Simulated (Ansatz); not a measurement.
# Bi2Se3: pressure series

The parent structure is Bi2Se3 in the Bi2Te3 type structure (space group R-3m, No. 166; a = 4.1443 Å, c = 28.4480 Å (hexagonal axes)).

Cell and atoms are relaxed at each pressure.

Levels (all Ansatz, an electronic-structure program, PAW): PBE-D3(BJ) (420 eV, no spin-orbit coupling); r2SCAN+rVV10 (500 eV, no SOC).

The base cell above is that of PBE-D3(BJ); each level relaxes its own structures.

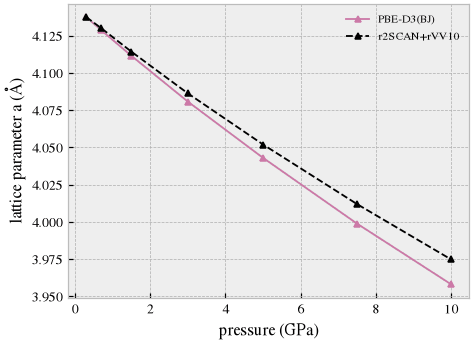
*Lattice parameter a under two levels*

Task: How do the two levels compare along the series?

Result: The two levels differ by at most about 0.017 Å. They put the cases in the same order.

Load acts through the strain it causes; cell and atoms are relaxed under it. Stability against distortions was not tested. Competing high-pressure phases were not computed. The final runs are not spin-polarised.
